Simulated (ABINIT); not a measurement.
# RbSrBr3 (Pm-3m): modes at Γ and the response to a field, part 2 of 2

Which modes does RbSrBr3 (Pm-3m) have at the zone centre?

ABINIT 10.8.3; DFT LDA, scalar-relativistic, plane waves, PseudoDojo norm-conserving pseudopotentials.

So far. Step 5 (Relaxing the cell and atoms): The volume changes by -0.1 % in this run and stands -15.0 % from the first cell. The relaxed cell has a = 5.771 Å (conventional setting).

The structure was built from a prototype and need not be the compound's stable phase.

## 8. Linear response at Γ

The derivative of the wavefunctions by k comes first, since the response to a field is built on it; then the field and the displacements that symmetry doesn't supply are solved at q = 0.

It reads the wavefunctions written in step 6.

File dfpt_gamma.abi:

```
ndtset 2

# common to the responses
getwfk_filepath "gso_WFK"
kptopt 2
nqpt 1
qpt 0.0 0.0 0.0
asr 0
chneut 0

# d/dk
rfelfd1 2
rfdir1 1 1 1
iscf1 -3
tolwfr1 1.0d-20

# displacements, field
rfphon2 1
rfatpol2 1 5
rfdir2 1 1 1
rfelfd2 3
getddk2 1
tolvrs2 1.0d-10
prtwf2 0

# basis, mesh and filling
ecut 28.0
ngkpt 4 4 4
nshiftk 1
shiftk 0.0 0.0 0.0
istwfk *1
occopt 1
nband 20
nstep 100
diemac 9.0
prtebands 0
prtgsr 0
useylm 1

# cell and atoms
acell 3*1.0 Angstrom
rprim 
    5.771367252 0.0 0.0
    0.0 5.771367252 0.0
    0.0 0.0 5.771367252
ntypat 3
znucl 37 38 35
natom 5
typat 1 2 3 3 3
xred 
    0.0 0.0 0.0
    0.5 0.5 0.5
    0.5 0.5 0.0
    0.5 0.0 0.5
    0.0 0.5 0.5
pp_dirpath "./pseudo"
pseudos "Rb.upf, Sr.upf, Br.upf"
```

Command:

```
$ OMP_NUM_THREADS=1 mpirun -n 4 abinit dfpt_gamma.abi > dfpt_gamma.log
```

Numbers of over 12 decimals in the logs are rounded to 6 here.

dfpt_gamma.abo, the main output file:

```text
[banners, grids, parts of the stress and lines that vanish by symmetry left out]
- input  file    -> dfpt_gamma.abi
- output file    -> dfpt_gamma.abo
- root for input  files -> dfpt_gammai
[...]
DATASET    1 : space group Pm -3 m (#221); Bravais cP (primitive cubic)
[...]
nfft =      157464          nkpt =          36
[...]
DATASET    2 : space group Pm -3 m (#221); Bravais cP (primitive cubic)
[...]
nfft =      157464          nkpt =          36
[...]
== DATASET  1 ==================================================================
[...]
cutoff_energies: {ecut:  28.0, pawecutdg:  -1.0, }
[...]
- 35.00000   7.00000  180309                  znucl, zion, pspdat
[...]
Perturbation : derivative vs k along direction   1
[...]
-ETOT  1  -13.715663293642     -1.372E+01 6.491E-02 0.000E+00
 ETOT  2  -13.739516424952     -2.385E-02 4.518E-04 0.000E+00
 ETOT  3  -13.739651054986     -1.346E-04 4.692E-06 0.000E+00
 ETOT  4  -13.739652196382     -1.141E-06 4.902E-08 0.000E+00
 ETOT  5  -13.739652208008     -1.163E-08 6.187E-10 0.000E+00
[...]
At SCF step   11   max residual=  9.94E-21 < tolwfr=  1.00E-20 =>converged.
[...]
Perturbation : derivative vs k along direction   2
[...]
-ETOT  1  -13.715553965605     -1.372E+01 6.491E-02 0.000E+00
[...]
At SCF step   11   max residual=  9.94E-21 < tolwfr=  1.00E-20 =>converged.
[...]
Perturbation : derivative vs k along direction   3
[...]
-ETOT  1  -13.715662585445     -1.372E+01 6.491E-02 0.000E+00
[...]
At SCF step   11   max residual=  9.91E-21 < tolwfr=  1.00E-20 =>converged.
[...]
1        1       1.0645914149   -0.0000000000
     1        2       0.0000000000    0.0000000000
     1        3       0.0000000000    0.0000000000
     2        1       0.0000000000    0.0000000000
     2        2       1.0645914149    0.0000000000
     2        3       0.0000000000    0.0000000000
     3        1       0.0000000000    0.0000000000
     3        2       0.0000000000    0.0000000000
     3        3       1.0645914149   -0.0000000000
[...]
== DATASET  2 ==================================================================
[...]
cutoff_energies: {ecut:  28.0, pawecutdg:  -1.0, }
[...]
Perturbation : displacement of atom   1   along direction   1
[...]
-ETOT  1  0.624603     -2.323E+03 6.315E+00 1.879E+02
[...]
At SCF step   11       vres2   =  4.30E-11 < tolvrs=  1.00E-10 =>converged.
[...]
Perturbation : displacement of atom   2   along direction   1
[...]
-ETOT  1   10.843846699473     -3.019E+03 1.462E+01 4.935E+03
[...]
At SCF step   12       vres2   =  1.12E-11 < tolvrs=  1.00E-10 =>converged.
[...]
Perturbation : displacement of atom   3   along direction   1
[...]
-ETOT  1  0.613784     -1.061E+03 4.617E+00 1.974E+03
[...]
At SCF step   11       vres2   =  9.61E-11 < tolvrs=  1.00E-10 =>converged.
[...]
Perturbation : displacement of atom   3   along direction   3
[...]
-ETOT  1   10.643605253202     -1.072E+03 5.479E+00 6.718E+03
[...]
At SCF step   11       vres2   =  6.46E-11 < tolvrs=  1.00E-10 =>converged.
[...]
Perturbation : homogeneous electric field along direction   1
[...]
-ETOT  1  -55.288383206129     -5.529E+01 1.040E+00 2.736E+04
[...]
ETOT 11  -65.941880581877     -1.364E-12 4.637E-15 2.558E-10
 ETOT 12  -65.941880581877     -3.553E-13 1.851E-16 1.418E-11
 At SCF step   12       vres2   =  1.42E-11 < tolvrs=  1.00E-10 =>converged.
[...]
Dielectric tensor, in cartesian coordinates,
[...]
1    7   1    7         2.9245707294        -0.0000000000
   1    7   2    7        -0.0000000000        -0.0000000000
   1    7   3    7        -0.0000000000        -0.0000000000
   2    7   1    7        -0.0000000000        -0.0000000000
   2    7   2    7         2.9245707294        -0.0000000000
   2    7   3    7        -0.0000000000        -0.0000000000
   3    7   1    7        -0.0000000000        -0.0000000000
   3    7   2    7        -0.0000000000        -0.0000000000
   3    7   3    7         2.9245707294        -0.0000000000
  Effective charges, in cartesian coordinates,
[...]
1    1   1    7         1.3238877320         0.0000000000
   2    1   1    7         0.0000000000         0.0000000000
   3    1   1    7         0.0000000000         0.0000000000
   1    2   1    7         2.4079628112         0.0000000000
   2    2   1    7         0.0000000000         0.0000000000
[...]
Effective charges, in cartesian coordinates,
[...]
2    7   1    5         0.0000000000         0.0000000000
   3    7   1    5         0.0000000000         0.0000000000
   1    7   2    5         0.0000000000         0.0000000000
   2    7   2    5        -0.8739426332         0.0000000000
   3    7   2    5         0.0000000000         0.0000000000
   1    7   3    5         0.0000000000         0.0000000000
   2    7   3    5         0.0000000000         0.0000000000
   3    7   3    5        -0.8739426332         0.0000000000
  Phonon wavevector (reduced coordinates) :  0.00000  0.00000  0.00000
 Phonon energies in Hartree :
[...]
Phonon frequencies in cm-1    :
- -4.074811E+01 -4.074811E+01 -4.074811E+01 -2.485469E+01 -2.485469E+01
- -2.485469E+01  2.063204E-01  2.063209E-01  2.063225E-01  4.682463E+01
-  4.682463E+01  4.682463E+01  1.984078E+02  1.984078E+02  1.984078E+02
  Phonon at Gamma, with non-analyticity in the
[...]
Phonon energies in Hartree :
[...]
Phonon frequencies in cm-1    :
- -4.074811E+01 -4.074811E+01 -2.485469E+01 -2.485469E+01 -2.485469E+01
- -3.027475E-01  2.063204E-01  2.063209E-01  2.813193E+01  4.682463E+01
-  4.682463E+01  5.522524E+01  1.984078E+02  1.984078E+02  2.229997E+02
  Phonon at Gamma, with non-analyticity in the
[...]
Phonon energies in Hartree :
[...]
Phonon frequencies in cm-1    :
- -4.074811E+01 -4.074811E+01 -2.485469E+01 -2.485469E+01 -2.485469E+01
- -3.027485E-01  2.063204E-01  2.063225E-01  2.813193E+01  4.682463E+01
-  4.682463E+01  5.522524E+01  1.984078E+02  1.984078E+02  2.229997E+02
  Phonon at Gamma, with non-analyticity in the
[...]
Phonon energies in Hartree :
[...]
Phonon frequencies in cm-1    :
- -4.074811E+01 -4.074811E+01 -2.485469E+01 -2.485469E+01 -2.485469E+01
- -3.027489E-01  2.063209E-01  2.063225E-01  2.813193E+01  4.682463E+01
-  4.682463E+01  5.522524E+01  1.984078E+02  1.984078E+02  2.229997E+02
[...]
fcart2     0.0000000000E+00  0.0000000000E+00  0.0000000000E+00
           strten2     0.0000000000E+00  0.0000000000E+00  0.0000000000E+00
================================================================================
```

Run time: 7.5 min. Hardware: 4 MPI ranks of Arm Neoverse V1, shared host; 30 min of CPU time.

Numbers from this step:

- miss of the charge sum rule: 0.02306 e
- largest acoustic frequency at the zone centre before the sum rule: 0.21 cm⁻¹
- highest optical zone-centre mode (no LO-TO term): 198.4 cm⁻¹
- lowest optical zone-centre mode: -40.75 cm⁻¹
- mean high-frequency dielectric constant: 2.925
- largest Born charge in size (third of the trace): 2.408 e

Born charge (rows field, columns displacement), before the sum rule (e), principal values of the symmetric part by kind of site:

```
atom  atoms with these values    low  middle   high   mean
 Rb1                        1   1.32    1.32   1.32   1.32
 Sr2                        1   2.41    2.41   2.41   2.41
 Br3                        3  -2.01   -0.87  -0.87  -1.25
```

In full for Sr2:

```
2.41 0.00 0.00
0.00 2.41 0.00
0.00 0.00 2.41
```

High-frequency dielectric tensor:

```
2.92 0.00 0.00
0.00 2.92 0.00
0.00 0.00 2.92
```

The acoustic modes at Γ come out as far as 0.2 cm⁻¹ from zero, where they should vanish, a small numerical error; the Born charges miss their sum rule by 0.023 e, which is fair. The lowest optical mode is imaginary, 41i cm⁻¹, an instability at this level and on this k mesh.

## 9. Zone-centre analysis

anaddb reads the merged derivatives, imposes the acoustic sum rule and charge neutrality, and adds the LO-TO term along chosen directions.

File anaddb.abi:

```
ddb_filepath "gamma_DDB"
output_file "anaddb.abo"
outdata_prefix "anaddb"
asr 1
chneut 1
enunit 2
eivec 1
nph1l 1
qph1l 0.0 0.0 0.0 1.0
dieflag 2
nph2l 3
qph2l 
    1.0 0.0 0.0 0.0
    0.0 0.0 1.0 0.0
    1.0 1.0 1.0 0.0
```

File mrgddb.in:

```
gamma_DDB
merged
2
dfpt_gammao_DS2_DDB
gso_DDB
```

Command:

```
$ mrgddb < mrgddb.in > mrgddb.log
$ OMP_NUM_THREADS=1 anaddb anaddb.abi > anaddb.log
```

anaddb.abo, the main output file:

```text
[banners, grids, parts of the stress and lines that vanish by symmetry left out]
-outvars_anaddb: echo values of input variables ----------------------

 Flags :
[...]
Dielectric Tensor and Effective Charges
[...]
Effective charge tensors after
[...]
Phonon wavevector (reduced coordinates) :  0.00000  0.00000  0.00000
 Phonon energies in Hartree :
[...]
Phonon energies in meV     :
- -5.052218E+00 -5.052218E+00 -5.052218E+00 -3.081736E+00 -3.081736E+00
- -3.081736E+00  0.000000E+00  0.000000E+00  0.000000E+00  5.805470E+00
-  5.805470E+00  5.805470E+00  2.459943E+01  2.459943E+01  2.459943E+01
 Phonon frequencies in cm-1    :
- -4.074888E+01 -4.074888E+01 -4.074888E+01 -2.485588E+01 -2.485588E+01
- -2.485588E+01  0.000000E+00  0.000000E+00  0.000000E+00  4.682427E+01
-  4.682427E+01  4.682427E+01  1.984078E+02  1.984078E+02  1.984078E+02
 Phonon frequencies in Thz     :
- -1.221621E+00 -1.221621E+00 -1.221621E+00 -7.451604E-01 -7.451604E-01
- -7.451604E-01  0.000000E+00  0.000000E+00  0.000000E+00  1.403756E+00
-  1.403756E+00  1.403756E+00  5.948115E+00  5.948115E+00  5.948115E+00
 Phonon energies in Kelvin  :
- -5.862855E+01 -5.862855E+01 -5.862855E+01 -3.576206E+01 -3.576206E+01
- -3.576206E+01  0.000000E+00  0.000000E+00  0.000000E+00  6.736968E+01
-  6.736968E+01  6.736968E+01  2.854645E+02  2.854645E+02  2.854645E+02
[...]
-  1  0.00000000E+00  0.00000000E+00  2.05409769E-03
-     0.00000000E+00  0.00000000E+00  0.00000000E+00
-  2  0.00000000E+00  0.00000000E+00  3.81401603E-05
-     0.00000000E+00  0.00000000E+00  0.00000000E+00
-  3  0.00000000E+00  0.00000000E+00 -7.31248286E-05
-     0.00000000E+00  0.00000000E+00  0.00000000E+00
-  4  0.00000000E+00  0.00000000E+00 -1.08292018E-03
-     0.00000000E+00  0.00000000E+00  0.00000000E+00
-  5  0.00000000E+00  0.00000000E+00 -1.08292018E-03
-     0.00000000E+00  0.00000000E+00  0.00000000E+00
[...]
-  1  0.00000000E+00  2.05409769E-03  0.00000000E+00
-     0.00000000E+00  0.00000000E+00  0.00000000E+00
-  2  0.00000000E+00  3.81401603E-05  0.00000000E+00
-     0.00000000E+00  0.00000000E+00  0.00000000E+00
-  3  0.00000000E+00 -1.08292018E-03  0.00000000E+00
-     0.00000000E+00  0.00000000E+00  0.00000000E+00
-  4  0.00000000E+00 -7.31248286E-05  0.00000000E+00
-     0.00000000E+00  0.00000000E+00  0.00000000E+00
-  5  0.00000000E+00 -1.08292018E-03  0.00000000E+00
-     0.00000000E+00  0.00000000E+00  0.00000000E+00
[...]
-  1  2.05409769E-03  0.00000000E+00  0.00000000E+00
-     0.00000000E+00  0.00000000E+00  0.00000000E+00
-  2  3.81401603E-05  0.00000000E+00  0.00000000E+00
-     0.00000000E+00  0.00000000E+00  0.00000000E+00
-  3 -1.08292018E-03  0.00000000E+00  0.00000000E+00
-     0.00000000E+00  0.00000000E+00  0.00000000E+00
-  4 -1.08292018E-03  0.00000000E+00  0.00000000E+00
-     0.00000000E+00  0.00000000E+00  0.00000000E+00
[...]
Phonon at Gamma, with non-analyticity in the
[...]
Phonon energies in Hartree :
[...]
Phonon energies in meV     :
- -5.052218E+00 -5.052218E+00 -3.081736E+00 -3.081736E+00 -3.081736E+00
-  0.000000E+00  0.000000E+00  0.000000E+00  3.486765E+00  5.805470E+00
[...]
Phonon frequencies in cm-1    :
[...]
Phonon frequencies in Thz     :
[...]
Phonon energies in Kelvin  :
[...]
-  0.000000E+00  0.000000E+00  0.000000E+00  4.046223E+01  6.736968E+01
-  6.736968E+01  7.944847E+01  2.854645E+02  2.854645E+02  3.208396E+02
[...]
-  5  0.00000000E+00  0.00000000E+00  1.85276651E-03
-     0.00000000E+00  0.00000000E+00  0.00000000E+00
[...]
-  1  0.00000000E+00  0.00000000E+00  0.00000000E+00
-     0.00000000E+00  0.00000000E+00  0.00000000E+00
-  2  0.00000000E+00  0.00000000E+00  0.00000000E+00
-     0.00000000E+00  0.00000000E+00  0.00000000E+00
-  3  0.00000000E+00  1.85276651E-03  0.00000000E+00
-     0.00000000E+00  0.00000000E+00  0.00000000E+00
-  4  0.00000000E+00  0.00000000E+00  0.00000000E+00
-     0.00000000E+00  0.00000000E+00  0.00000000E+00
-  5  0.00000000E+00 -1.85276651E-03  0.00000000E+00
-     0.00000000E+00  0.00000000E+00  0.00000000E+00
[...]
Phonon at Gamma, with non-analyticity in the
[...]
Phonon energies in Hartree :
[...]
Phonon energies in meV     :
- -5.052218E+00 -5.052218E+00 -3.081736E+00 -3.081736E+00 -3.081736E+00
-  0.000000E+00  0.000000E+00  0.000000E+00  3.486765E+00  5.805470E+00
-  5.805470E+00  6.846339E+00  2.459943E+01  2.459943E+01  2.764782E+01
 Phonon frequencies in cm-1    :
- -4.074888E+01 -4.074888E+01 -2.485588E+01 -2.485588E+01 -2.485588E+01
[...]
Phonon frequencies in Thz     :
[...]
Phonon energies in Kelvin  :
[...]
Phonon at Gamma, with non-analyticity in the
[...]
Phonon energies in Hartree :
[...]
Phonon energies in meV     :
[...]
Phonon frequencies in cm-1    :
[...]
Phonon frequencies in Thz     :
[...]
Phonon energies in Kelvin  :
[...]
-  0.000000E+00  0.000000E+00  0.000000E+00  4.046223E+01  6.736968E+01
-  6.736968E+01  7.944847E+01  2.854645E+02  2.854645E+02  3.208396E+02
[...]
-  4  8.38361559E-05  9.92144501E-04 -3.21978136E-05
-     0.00000000E+00  0.00000000E+00  0.00000000E+00
-  5 -1.61077171E-03 -5.16383423E-05 -3.21978136E-05
-     0.00000000E+00  0.00000000E+00  0.00000000E+00
[...]
;  5 -1.11225674E-03 -4.36650268E-05 -4.36650268E-05
;     0.00000000E+00  0.00000000E+00  0.00000000E+00
-
```

Wall time 0.52 s (1 thread).

This step gave:

| Item | Value |
| --- | --- |
| highest mode moved by the LO-TO term | 223.0 cm⁻¹ |

No LO-TO term; unit eigenvectors of the mass-weighted matrix, from anaddb's displacements. The modes at Γ (shares of kinetic energy by element, %) (negative means imaginary):

```
mode  frequency (cm⁻¹)  symmetry  Rb %  Sr %  Br %
   1             -40.7       T1u    66     0    34
   2             -40.7       T1u    66     0    34
   3             -40.7       T1u    66     0    34
   4             -24.9       T2u     0     0   100
   5             -24.9       T2u     0     0   100
   6             -24.9       T2u     0     0   100
   7               0.0  acoustic    21    21    58
   8               0.0  acoustic    21    21    58
   9               0.0  acoustic    21    21    58
  10              46.8       T1u    14    37    50
  11              46.8       T1u    14    37    50
  12              46.8       T1u    14    37    50
  13             198.4       T1u     0    42    58
  14             198.4       T1u     0    42    58
  15             198.4       T1u     0    42    58
```

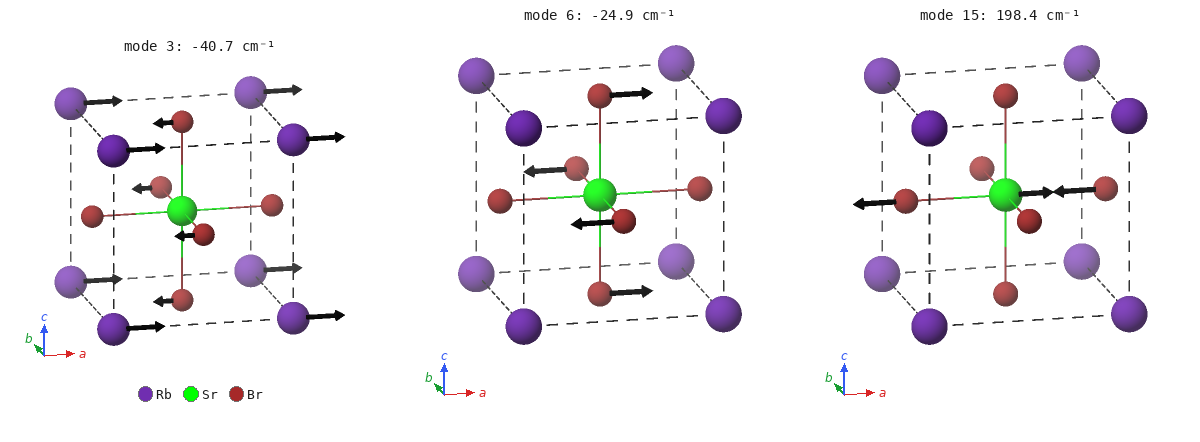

Displacement patterns of modes 3, 6 and 15 at Γ; arrows are exaggerated. Some periodic images of atoms are drawn too.

With imaginary modes the relaxed-ion tensors have no meaning and are not tabulated.

The rule moves no optical mode by more than 0.1 cm⁻¹.

## 10. Summary of results

```json
{
 "space group after relaxation": "Pm-3m",
 "volume per atom": "38.4 Å³",
 "highest optical zone-centre mode (no LO-TO term)": "198.4 cm⁻¹",
 "lowest optical zone-centre mode": "-40.8 cm⁻¹",
 "highest mode moved by the LO-TO term": "223.0 cm⁻¹",
 "mean high-frequency dielectric constant": "2.92",
 "largest Born charge in size (third of the trace)": "2.41 e",
 "imaginary optical modes at the zone centre (no q mesh in this session)": "yes"
}
```

**Reading.** At the LDA level the optical modes of RbSrBr3 (Pm-3m) at the zone centre (no LO-TO term) run from 41i to 198 cm⁻¹, so the structure is a saddle point, with 6 modes beyond 10i cm⁻¹ there. Along the directions run, the highest mode that the macroscopic field moves lies at 223 cm⁻¹. These are harmonic frequencies at zero temperature: anharmonic shifts and linewidths and thermal expansion are left out. The structure is a hypothetical one, built on a prototype.

[Host names and launcher messages were left out of these logs when they were recorded.]

[Logs are printed without paths, hosts, clocks, repeated set-up lines and the standing remarks that a program may print on its own settings, such as how far it seeks lower states.]

[Hosts, paths, dates, database ids (printed as entryN), source tags and the programs' standing remarks are cut or masked in the printed files.]
